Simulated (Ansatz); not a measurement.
# Phonons of Si2Ni (Fm-3m) against volume, part 2 of 2

Wanted: Grüneisen parameters and pressure coefficients of the modes of Si2Ni (Fm-3m).

Ansatz 0.2.0; DFT PBEsol, scalar-relativistic, plane waves, PAW; PAW set soft_1.

So far. Step 3 (Tight relaxation): The forces vanish by symmetry and the pressure is 0.000 GPa, within the tolerances set. The cell now holds 13.05 Å³/atom.

### Step 4. Zone-centre response at rest

The force constants come from the linear response of the density to a displacement.

The modes at rest are the reference of the series.

input.yaml reads:

```yaml
crystal:
  lattice:
    - [0.0, 2.6947936479, 2.6947936479]
    - [2.6947936479, 0.0, 2.6947936479]
    - [2.6947936479, 2.6947936479, 0.0]
  atoms:
    - { symbol: Si, position: [0.25, 0.25, 0.25] }
    - { symbol: Si, position: [0.75, 0.75, 0.75] }
    - { symbol: Ni, position: [0.0, 0.0, 0.0] }
kpoints:
  mp_grid: { grid: [16, 16, 16] }
hamiltonian:
  xc: pbesol
  pseudopotentials: { kind: paw, azcp: { folder: soft_1 }, xc_functional: pbe }
scf:
  occupations: { method: methfessel_paxton, width: 0.2 }
output:
  eigenvalues: true
phonons:
  method: dfpt
```

Launch:

```bash
$ ansatz run input.yaml --threads 4 --pin off --max-ram 10240MiB --backend cpu --events-out ev --progress --plain --runs-dir out
```

Numbers of over 12 decimals in the logs are rounded to 6 here.

Output:

```text
zone centre: on kpoints.mp_grid the ground state, and the responses unless they are solved on pairs of k-points, stand on 349 of the mesh's 4096 k-points, reduced under 8 symmetry operations, with k and −k counted as one. Each operation leaves every solved displacement unchanged or reverses it
[...]
Crystal: 3 atoms, lattice volume = 39.139 Å³
Basis set: ecut = 420 eV, 749 PW (Γ), exchange–correlation on 54×54×54 points (8 copies of the dense FFT grid, shifted against one another)
Bands: 17, of which v1, the nominal top of the filled ones, is band 13 counted from 1 (12 counted from 0)
Symmetry: 48 space group operations
k-points: 349 of 4096 (irreducible under 8 space group operations, time reversal used)
[...]
SCF iter   1: F=—  HF=-7050.188545 eV  |F-HF|=—  |Δ(HF+E_count)|=         —  Δρ=8.45e-2  dr2=3.75e0  ethr=3.10e-3  ⟨swp⟩=5.3  Hψ=30135  notcnv=0
[...]
SCF iter  11: F=-7049.325919 eV  HF=-7049.325919 eV  |F-HF|=9.09e-13  |Δ(HF+E_count)|=  6.37e-12  S|Δr|=    0.00e0  Δρ=1.45e-7  dr2=7.21e-12  ethr=1.00e-12  ⟨swp⟩=6.2  Hψ=28274  notcnv=0
SCF 1 converged in 11 iterations: F = -7049.325919 eV  dr2 = 7.21e-12
[...]
DFPT response loops at Γ: preconditioner auto → Kerker (q_TF=auto, 2.549 Å⁻¹) (partly filled bands, converged f_vac=0.000); β = 1.00, the filter's whole step (`scf.mixing.beta` (0.50) is not read by the response loops under this deck's `scf.mixing.preconditioner`; to damp them name `kerker` or `kerker_dos`, under which they read `scf.mixing.beta`, and type it under 1.00, their step now; both keys bind the ground state too); Broyden in place of MSR1
SCF converged after 11 iterations
[...]
Free energy (F): -7049.325919 eV
[...]
Internal energy: -7049.325680 eV  (E = F + TS)
E sigma→0 (E₀):  -7049.325859 eV
Entropy (-TS):   -0.000238 eV (-0.079 meV/atom)
Fermi energy:    13.274195 eV
[...]
--- Band table (eV; the first three rows and the last of 349) ---
  k-point 0: bands = [... 9 lower, 9.7000, 13.0531, 15.0073, 15.0073, 15.0073, 15.4789, 15.4789, 15.4789]
  k-point 1: bands = [... 9 lower, 9.6883, 12.9823, 14.2100, 14.6319, 14.6319, 15.8693, 15.8693, 16.4046]
  k-point 2: bands = [... 9 lower, 9.6589, 12.4088, 13.8959, 14.1199, 14.1199, 16.2604, 16.2604, 17.3219]
  k-point 348: bands = [... 9 lower, 9.4745, 9.6002, 10.0423, 10.8040, 15.5183, 15.5183, 17.8402, 18.4974]
--- Phonons (Γ-DFPT): 2 representative perturbations + reference, on 349 of 4096 k-points (Σ response iterations 6) ---
  k mesh reduced under 8 symmetry operations, with k and −k counted as one. Each operation leaves every solved displacement unchanged or reverses it
  ASR residual: 6.606e-5 → 0.000e0 eV/Å²; symmetrization residual: 8.003e-7 eV/Å²
  ASR residual per site (eV/Å²): 2.73e-5 2.73e-5 6.61e-5
  Γ frequencies (cm⁻¹): 0.00 0.00 0.00 310.75 310.75 310.75 329.07 329.07 329.07
  non-analytic LO–TO correction: not included (Born effective charges unavailable; polar crystals: no LO–TO splitting at Γ)
```

The job ended after 20 s (4 threads of Arm Neoverse V1, shared host; peak memory 0.94 GiB; 75 s of CPU time).

Numbers from this step:

| Item | Value |
| --- | --- |
| sum-rule residual before enforcement | 6.61e-5 eV/Å² |
| point group | m-3m |
| highest optical mode at the zone centre (no LO-TO term) | 329.1 cm⁻¹ |
| lowest optical zone-centre mode | 310.8 cm⁻¹ |

Patterns of degenerate modes are one choice out of their space. The modes at Γ (shares of kinetic energy by element, %):

| mode | frequency (cm⁻¹) | symmetry | Si % | Ni % |
| --- | --- | --- | --- | --- |
| 1 | 0.0 | acoustic | 49 | 51 |
| 2 | 0.0 | acoustic | 49 | 51 |
| 3 | 0.0 | acoustic | 49 | 51 |
| 4 | 310.8 | T1u | 51 | 49 |
| 5 | 310.8 | T1u | 51 | 49 |
| 6 | 310.8 | T1u | 51 | 49 |
| 7 | 329.1 | T2g | 100 | 0 |
| 8 | 329.1 | T2g | 100 | 0 |
| 9 | 329.1 | T2g | 100 | 0 |

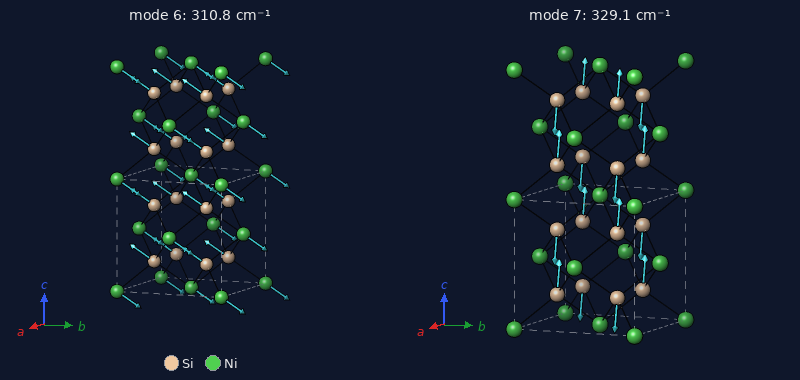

Displacement patterns of modes 6 and 7 at Γ; arrows are exaggerated. 1×1×2 conventional cells are drawn. Some periodic images of atoms are drawn too.

Before it was imposed, the acoustic sum rule was missed by 6.6e-5 eV/Å². Small misses are needed for a sound result but don't prove that mesh and cutoff are converged. The lowest optical mode is real, 311 cm⁻¹.

### Step 5. Ground state of a member: 1.06 times the volume at rest

The cell is set to 1.06 times the volume at rest; symmetry leaves nothing else free, so this is a single point.

input.yaml, the sections that differ from step 4:

```yaml
crystal:
  lattice:
    - [0.0, 2.7476461572, 2.7476461572]
    - [2.7476461572, 0.0, 2.7476461572]
    - [2.7476461572, 2.7476461572, 0.0]
  atoms:
    - { symbol: Si, position: [0.25, 0.25, 0.25] }
    - { symbol: Si, position: [0.75, 0.75, 0.75] }
    - { symbol: Ni, position: [0.0, 0.0, 0.0] }
output:
  forces: true
  stress: true
  eigenvalues: true
# kpoints, hamiltonian, scf: as in step 4
# phonons: removed
```

Output:

```text
[...]
Crystal: 3 atoms, lattice volume = 41.487 Å³
Basis set: ecut = 420 eV, 869 PW (Γ), exchange–correlation on 54×54×54 points (8 copies of the dense FFT grid, shifted against one another)
Bands: 17, of which v1, the nominal top of the filled ones, is band 13 counted from 1 (12 counted from 0)
Symmetry: 48 space group operations
[...]
k-points: 145 of 4096
[...]
SCF iter   1: F=—  HF=-7050.186986 eV  |F-HF|=—  |Δ(HF+E_count)|=         —  Δρ=9.22e-2  dr2=4.48e0  ethr=3.10e-3  ⟨swp⟩=5.4  Hψ=12473  notcnv=0
[...]
SCF iter  10: F=-7049.263091 eV  HF=-7049.263091 eV  |F-HF|=7.46e-11  |Δ(HF+E_count)|=   1.22e-9  S|Δr|=    0.00e0  Δρ=6.53e-7  dr2=1.08e-10  ethr=4.55e-11  ⟨swp⟩=2.0  Hψ=6820  notcnv=0
SCF 1 converged in 10 iterations: F = -7049.263091 eV  dr2 = 1.08e-10
[...]
SCF converged after 10 iterations
[...]
Free energy (F): -7049.263091 eV
[...]
Internal energy: -7049.261974 eV  (E = F + TS)
E sigma→0 (E₀):  -7049.262812 eV
Entropy (-TS):   -0.001117 eV (-0.372 meV/atom)
Fermi energy:    12.231375 eV
[...]
--- Stress (GPa, compression-positive) ---
       -8.104016      -0.000000       0.000000
        0.000000      -8.104016      -0.000000
       -0.000000      -0.000000      -8.104016
  P = ⅓ Tr σ = -8.1040 GPa (-81.040 kbar)
--- Band table (eV; the first three rows and the last of 145) ---
  k-point 0: bands = [... 9 lower, 9.0190, 11.6089, 13.9329, 13.9329, 13.9329, 14.5691, 14.5691, 14.5691]
  k-point 1: bands = [... 9 lower, 9.0081, 11.6085, 13.2056, 13.6262, 13.6262, 14.8758, 14.8758, 15.3542]
  k-point 2: bands = [... 9 lower, 8.9805, 11.3367, 12.6961, 13.1529, 13.1529, 15.1826, 15.1826, 16.1119]
  k-point 144: bands = [... 9 lower, 8.7720, 8.9022, 9.3238, 10.0155, 14.3875, 14.3875, 16.9019, 17.4167]
```

The job ended after 2 s (4 threads; peak memory 0.39 GiB; 7.3 s of CPU time).

This step gave:

- pressure: -8.104 GPa
- volume per atom: 13.83 Å³

The forces vanish by symmetry, at a pressure of -8.10 GPa.

### Step 6. Zone-centre modes of the member: 1.06 times the volume at rest

The zone-centre modes follow for 1.06 times the volume at rest.

Changes to input.yaml since step 5:

```diff
@@ -17,4 +17,4 @@
 output:
-  forces: true
-  stress: true
   eigenvalues: true
+phonons:
+  method: dfpt
```

Output:

```text
[...]
Crystal: 3 atoms, lattice volume = 41.487 Å³
Basis set: ecut = 420 eV, 869 PW (Γ), exchange–correlation on 54×54×54 points (8 copies of the dense FFT grid, shifted against one another)
Bands: 17, of which v1, the nominal top of the filled ones, is band 13 counted from 1 (12 counted from 0)
Symmetry: 48 space group operations
k-points: 349 of 4096 (irreducible under 8 space group operations, time reversal used)
[...]
SCF iter   1: F=—  HF=-7050.186961 eV  |F-HF|=—  |Δ(HF+E_count)|=         —  Δρ=9.22e-2  dr2=4.48e0  ethr=3.10e-3  ⟨swp⟩=5.4  Hψ=30111  notcnv=0
[...]
SCF iter  12: F=-7049.263091 eV  HF=-7049.263091 eV  |F-HF|=3.64e-12  |Δ(HF+E_count)|=  6.37e-12  S|Δr|=    0.00e0  Δρ=1.81e-8  dr2=1.08e-13  ethr=1.00e-12  ⟨swp⟩=5.0  Hψ=23692  notcnv=0
SCF 1 converged in 12 iterations: F = -7049.263091 eV  dr2 = 1.08e-13
[...]
SCF converged after 12 iterations
[...]
Free energy (F): -7049.263091 eV
[...]
Internal energy: -7049.261974 eV  (E = F + TS)
E sigma→0 (E₀):  -7049.262812 eV
Entropy (-TS):   -0.001117 eV (-0.372 meV/atom)
Fermi energy:    12.231376 eV
[...]
--- Band table (eV; the first three rows and the last of 349) ---
  k-point 0: bands = [... 9 lower, 9.0190, 11.6089, 13.9329, 13.9329, 13.9329, 14.5691, 14.5691, 14.5691]
  k-point 1: bands = [... 9 lower, 9.0081, 11.6085, 13.2056, 13.6262, 13.6262, 14.8758, 14.8758, 15.3542]
  k-point 2: bands = [... 9 lower, 8.9805, 11.3367, 12.6961, 13.1529, 13.1529, 15.1826, 15.1826, 16.1119]
  k-point 348: bands = [... 9 lower, 8.7720, 8.9022, 9.3238, 10.0155, 14.3875, 14.3875, 16.9019, 17.4167]
[...]
ASR residual: 6.698e-6 → 0.000e0 eV/Å²; symmetrization residual: 1.121e-6 eV/Å²
  ASR residual per site (eV/Å²): 6.70e-6 6.70e-6 2.28e-7
  Γ frequencies (cm⁻¹): 0.00 0.00 0.00 274.20 274.20 274.20 291.27 291.27 291.27
[...]
```

It took 21 s on 4 threads; peak memory 0.98 GiB; 79 s of CPU time.

Numbers from this step:

| Item | Value |
| --- | --- |
| sum-rule residual before enforcement | 6.70e-6 eV/Å² |
| highest optical mode at the zone centre (no LO-TO term) | 291.3 cm⁻¹ |
| lowest optical zone-centre mode | 274.2 cm⁻¹ |

Patterns of degenerate modes are one choice out of their space. The modes at Γ (shares of kinetic energy by element, %):

| mode | frequency (cm⁻¹) | symmetry | Si % | Ni % |
| --- | --- | --- | --- | --- |
| 1 | 0.0 | acoustic | 49 | 51 |
| 2 | 0.0 | acoustic | 49 | 51 |
| 3 | 0.0 | acoustic | 49 | 51 |
| 4 | 274.2 | T1u | 51 | 49 |
| 5 | 274.2 | T1u | 51 | 49 |
| 6 | 274.2 | T1u | 51 | 49 |
| 7 | 291.3 | T2g | 100 | 0 |
| 8 | 291.3 | T2g | 100 | 0 |
| 9 | 291.3 | T2g | 100 | 0 |

The lowest optical mode is real, 274 cm⁻¹, and the highest lies at 291.3 cm⁻¹.

Between step 4 and this run (volume ratio 1.06) the value for the highest optical mode at the zone centre (no LO-TO term) moves from 329 cm⁻¹ to 291 cm⁻¹ (-11 %).

### Step 7. Ground state of a member: 0.9 times the volume at rest

The cell is set to 0.9 times the volume at rest; symmetry leaves nothing else free, so this is a single point.

input.yaml, the sections that differ from step 6:

```yaml
crystal:
  lattice:
    - [0.0, 2.6017946608, 2.6017946608]
    - [2.6017946608, 0.0, 2.6017946608]
    - [2.6017946608, 2.6017946608, 0.0]
  atoms:
    - { symbol: Si, position: [0.25, 0.25, 0.25] }
    - { symbol: Si, position: [0.75, 0.75, 0.75] }
    - { symbol: Ni, position: [0.0, 0.0, 0.0] }
output:
  forces: true
  stress: true
  eigenvalues: true
# kpoints, hamiltonian, scf: as in step 6
# phonons: removed
```

Output:

```text
[...]
Crystal: 3 atoms, lattice volume = 35.225 Å³
Basis set: ecut = 420 eV, 701 PW (Γ), exchange–correlation on 50×50×50 points (8 copies of the dense FFT grid, shifted against one another)
Bands: 17, of which v1, the nominal top of the filled ones, is band 13 counted from 1 (12 counted from 0)
Symmetry: 48 space group operations
[...]
k-points: 145 of 4096
[...]
--- Band table (eV; the first three rows and the last of 145) ---
  k-point 0: bands = [... 9 lower, 11.0112, 15.8812, 17.1042, 17.1042, 17.1042, 17.2194, 17.2194, 17.2194]
  k-point 1: bands = [... 9 lower, 10.9980, 15.4865, 16.3205, 16.5524, 16.5524, 17.8103, 17.8103, 18.4499]
  k-point 2: bands = [... 9 lower, 10.9652, 14.3286, 15.9851, 15.9851, 16.3994, 18.3511, 18.3511, 19.3918]
  k-point 144: bands = [... 9 lower, 10.8403, 10.9515, 11.4329, 12.3400, 17.7038, 17.7038, 19.6641, 20.5791]
[key lines of the parts left out:]
SCF converged after 9 iterations
Free energy (F): -7049.088919 eV
Fermi energy:    15.363787 eV
P = ⅓ Tr σ = 21.4741 GPa (214.741 kbar)
```

Elapsed: 1.8 s, on 4 threads; peak memory 0.37 GiB.

This step gave:

| Quantity | Value |
| --- | --- |
| pressure | 21.47 GPa |
| volume per atom | 11.74 Å³ |

The forces vanish by symmetry, at a pressure of 21.47 GPa.

### Step 8. Modes of this member: 0.9 times the volume at rest

The zone-centre modes follow for 0.9 times the volume at rest.

Changes to input.yaml since step 7:

```diff
@@ -17,4 +17,4 @@
 output:
-  forces: true
-  stress: true
   eigenvalues: true
+phonons:
+  method: dfpt
```

Output:

```text
[...]
Crystal: 3 atoms, lattice volume = 35.225 Å³
Basis set: ecut = 420 eV, 701 PW (Γ), exchange–correlation on 50×50×50 points (8 copies of the dense FFT grid, shifted against one another)
Bands: 17, of which v1, the nominal top of the filled ones, is band 13 counted from 1 (12 counted from 0)
Symmetry: 48 space group operations
k-points: 349 of 4096 (irreducible under 8 space group operations, time reversal used)
[...]
k-point 2: bands = [... 9 lower, 10.9652, 14.3286, 15.9851, 15.9851, 16.3994, 18.3511, 18.3511, 19.3918]
  k-point 348: bands = [... 9 lower, 10.8403, 10.9515, 11.4330, 12.3400, 17.7038, 17.7038, 19.6642, 20.5791]
[...]
ASR residual: 7.058e-6 → 0.000e0 eV/Å²; symmetrization residual: 1.199e-6 eV/Å²
  ASR residual per site (eV/Å²): 7.06e-6 7.06e-6 3.71e-6
  Γ frequencies (cm⁻¹): 0.00 0.00 0.00 380.19 380.19 380.19 404.25 404.25 404.25
[...]
[key lines of the parts left out:]
SCF converged after 11 iterations
Free energy (F): -7049.088919 eV
Fermi energy:    15.363798 eV
```

Run time: 19 s. Hardware: 4 threads; peak memory 0.9 GiB.

Numbers from this step:

```
sum-rule residual before enforcement                    : 7.06e-6 eV/Å²
highest optical mode at the zone centre (no LO-TO term) : 404.2 cm⁻¹
lowest optical zone-centre mode                         : 380.2 cm⁻¹
```

Patterns of degenerate modes are one choice out of their space. The modes at Γ (shares of kinetic energy by element, %):

| mode | frequency (cm⁻¹) | symmetry | Si % | Ni % |
| --- | --- | --- | --- | --- |
| 1 | 0.0 | acoustic | 49 | 51 |
| 2 | 0.0 | acoustic | 49 | 51 |
| 3 | 0.0 | acoustic | 49 | 51 |
| 4 | 380.2 | T1u | 51 | 49 |
| 5 | 380.2 | T1u | 51 | 49 |
| 6 | 380.2 | T1u | 51 | 49 |
| 7 | 404.2 | T2g | 100 | 0 |
| 8 | 404.2 | T2g | 100 | 0 |
| 9 | 404.2 | T2g | 100 | 0 |

The lowest optical mode is real, 380 cm⁻¹, and the highest lies at 404.2 cm⁻¹.

Between step 4 and this run (volume ratio 0.9) the value for the highest optical mode at the zone centre (no LO-TO term) moves from 329 cm⁻¹ to 404 cm⁻¹ (+23 %).

### Step 9. All members side by side

The members are set side by side, also those not shown above.

Each row is one cell with its response, relaxed at fixed volume as far as symmetry leaves anything free; energies are extrapolated to zero smearing, and E0 is that at rest; shape and atoms are relaxed in each cell where symmetry leaves them free; all runs use 16×16×16 k points and Methfessel-Paxton smearing of 0.2 eV. State of the crystal along the series:

| volume ratio | V (Å³/atom) | pressure (GPa) | E - E0 (meV/atom) |
| --- | --- | --- | --- |
| 0.9 | 11.74 | 21.47 | 78.99 |
| 0.92 | 12 | 16.11 | 48.46 |
| 0.94 | 12.26 | 11.36 | 26.16 |
| 0.96 | 12.52 | 7.138 | 11.17 |
| 0.98 | 12.79 | 3.378 | 2.673 |
| 0.99 | 12.92 | 1.643 | 0.6465 |
| 1 | 13.05 | -3.10e-4 | 0 |
| 1.02 | 13.31 | -3.018 | 2.546 |
| 1.04 | 13.57 | -5.706 | 9.723 |
| 1.06 | 13.83 | -8.104 | 21.02 |

Each mode is tracked from rest by its pattern, and modes that stay within 0.3 cm⁻¹ of each other stand once; shape and atoms are relaxed in each cell where symmetry leaves them free; all runs use 16×16×16 k points and Methfessel-Paxton smearing of 0.2 eV. Optical modes along the series:

| V (Å³/atom) | mode 4 T1u (cm⁻¹) | mode 7 T2g (cm⁻¹) |
| --- | --- | --- |
| 11.74 | 380.2 | 404.2 |
| 12 | 365.5 | 389.7 |
| 12.26 | 351.3 | 374.9 |
| 12.52 | 337.3 | 359.4 |
| 12.79 | 323.8 | 343.9 |
| 12.92 | 317.2 | 336.4 |
| 13.05 | 310.8 | 329.1 |
| 13.31 | 298.1 | 315.2 |
| 13.57 | 285.9 | 302.6 |
| 13.83 | 274.2 | 291.3 |

From cubic fits (parabolas where under five rows exist) of ln ω and P against ln V through the rows within about 4 % of rest: γ = −d ln ω / d ln V and dω/dP = γ ω / B. Slopes at rest:

| mode | fitted frequency at rest (cm⁻¹) | Grüneisen parameter γ | dω/dP (cm⁻¹/GPa) |
| --- | --- | --- | --- |
| mode 4 T1u | 310.8 | 2.06 | 4.01 |
| mode 7 T2g | 329.1 | 2.19 | 4.5 |

### Step 10. Results

```json
{"members": "10", "highest optical mode at the zone centre (no LO-TO term), at rest": "329.1 cm⁻¹", "bulk modulus at rest": "160 GPa", "mode 4 T1u, γ": "2.06", "mode 7 T2g, γ": "2.19"}
```

**Reading.** The series spans -8.1 to 21.5 GPa, and the slope at rest gives a bulk modulus of 160 GPa. Among the modes in the table of slopes γ runs from 2.06 (mode 4 T1u) to 2.19 (mode 7 T2g). One k mesh and one cutoff serve the ground states and modes of all volumes. These are harmonic frequencies at zero temperature: anharmonic shifts, linewidths and thermal expansion are left out. With no gap, or one that is small against the smearing, the frequencies hang on the k mesh and the smearing, most of all near Kohn anomalies. The runs are without spin polarisation, although Ni often carries a moment. The PAW files were made for PBE; the program adapts parts of them to the functional of the run, but their partial waves stay those of PBE, an approximation that was not tested in this session. Only the zone centre was solved, so an instability at another wavevector cannot show here.

[Logs are printed without paths, hosts, clocks, repeated set-up lines and the standing remarks that a program may print on its own settings, such as how far it seeks lower states.]

[Hosts, paths, dates, database ids (printed as entryN), source tags and the programs' standing remarks are cut or masked in the printed files.]
